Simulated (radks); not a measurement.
# Valence configurations of Hf²⁺

Aim: which of several valence configurations of Hf²⁺ lies lowest at this level, and whether it is the one NIST lists ([Xe] 4f14 5d2).

Program: radks (a radial shooting solver on a logarithmic mesh, Libxc functionals) version 1. Level of theory: scalar-relativistic Kohn-Sham, BLYP, spin-polarised, spherical densities, finite nucleus; open shells are filled with parallel spins first. These are calculated values, not measurements, unless marked.

## Step 1: Starting point

```
element            : hafnium (Z = 72)
charge             : +2
electrons          : 70
configuration      : [Xe] 4f14 5d2
nuclear rms radius : 5.347 fm
others tried       : 4f13.5 5d2 6p0.5; 4f13 5d2 6s1; 4f13 5d3; 4f12.5 5d2 6s1 6p0.5; 4f14 5d1 6p1; 4f12 5d4; 4f14 5d1 6s1; 4f14 5d1.5 6s0.5; 4f13 5d2 6p1
```

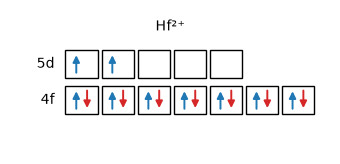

Outer shells as boxes.

## Step 2: [Xe] 4f14 5d2

Settings of this run:

```text
Z 72
configuration [Xe] 4f14 5d2
relativity scalar-relativistic
functional b88,lyp
spin polarised
nucleus finite rms 5.347 fm
c 137.035999084
```

## Step 3: [Xe] 4f13.5 5d2 6p0.5

Changes since step 2:

```diff
@@ -1,3 +1,3 @@
 Z 72
-configuration [Xe] 4f14 5d2
+configuration [Xe] 4f13.5 5d2 6p0.5
 relativity scalar-relativistic
```

## Step 4: [Xe] 4f13 5d2 6s1

Settings of this run:

```text
Z 72
configuration [Xe] 4f13 5d2 6s1
relativity scalar-relativistic
functional b88,lyp
spin polarised
nucleus finite rms 5.347 fm
c 137.035999084
```

## Step 5: [Xe] 4f13 5d3

Settings of this run:

```text
Z 72
configuration [Xe] 4f13 5d3
relativity scalar-relativistic
functional b88,lyp
spin polarised
nucleus finite rms 5.347 fm
c 137.035999084
```

## Step 6: [Xe] 4f12.5 5d2 6s1 6p0.5

Settings of this run:

```text
Z 72
configuration [Xe] 4f12.5 5d2 6s1 6p0.5
relativity scalar-relativistic
functional b88,lyp
spin polarised
nucleus finite rms 5.347 fm
c 137.035999084
```

## Step 7: [Xe] 4f14 5d1 6p1

Settings of this run:

```text
Z 72
configuration [Xe] 4f14 5d1 6p1
relativity scalar-relativistic
functional b88,lyp
spin polarised
nucleus finite rms 5.347 fm
c 137.035999084
```

## Step 8: [Xe] 4f12 5d4

Settings of this run:

```text
Z 72
configuration [Xe] 4f12 5d4
relativity scalar-relativistic
functional b88,lyp
spin polarised
nucleus finite rms 5.347 fm
c 137.035999084
```

## Step 9: [Xe] 4f14 5d1 6s1

Changes since step 8:

```diff
@@ -1,3 +1,3 @@
 Z 72
-configuration [Xe] 4f12 5d4
+configuration [Xe] 4f14 5d1 6s1
 relativity scalar-relativistic
```

## Step 10: [Xe] 4f14 5d1.5 6s0.5

Settings of this run:

```text
Z 72
configuration [Xe] 4f14 5d1.5 6s0.5
relativity scalar-relativistic
functional b88,lyp
spin polarised
nucleus finite rms 5.347 fm
c 137.035999084
```

## Step 11: [Xe] 4f13 5d2 6p1

Settings of this run:

```text
Z 72
configuration [Xe] 4f13 5d2 6p1
relativity scalar-relativistic
functional b88,lyp
spin polarised
nucleus finite rms 5.347 fm
c 137.035999084
```

Before running it: what results should come out? Wanted: for each run, valence; E − E(NIST configuration); moment; highest level; its energy; 1s shift.

**Answer**, as computed:

| valence | E − E(NIST configuration) (eV) | moment (μB) | highest level | its energy (eV) | 1s shift (eV) |
| --- | --- | --- | --- | --- | --- |
| 4f14 5d1 6s1 | -0.542 | 2 | 5d up | -18.924 | -2.69 |
| 4f14 5d1.5 6s0.5 | -0.336 | 2 | 5d up | -18.055 | -1.32 |
| 4f14 5d2 | 0.000 | 2 | 5d up | -17.201 | +0.00 |
| 4f14 5d1 6p1 | 5.442 | 2 | 6p up | -13.964 | -4.12 |
| 4f13.5 5d2 6p0.5 | 10.825 | 3 | 6p up | -13.409 | -6.23 |
| 4f13 5d3 | 17.230 | 4 | 5d up | -18.992 | -8.43 |
| 4f13 5d2 6s1 | 17.779 | 4 | 6s up | -20.004 | -11.36 |
| 4f13 5d2 6p1 | 24.103 | 4 | 6p up | -14.425 | -12.78 |
| 4f12.5 5d2 6s1 6p0.5 | 33.320 | 5 | 6p up | -14.723 | -18.22 |
| 4f12 5d4 | 40.453 | 6 | 5d up | -20.707 | -17.46 |

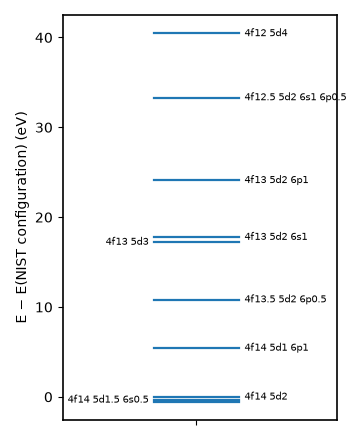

Energies of the configurations.

Theory disagrees with NIST here: 4f14 5d1 6s1 comes out 0.542 eV lower. The energies are those of spherical high-spin densities, not of single terms. The 1s eigenvalue shifts by up to 18.22 eV as the valence charge is rearranged.
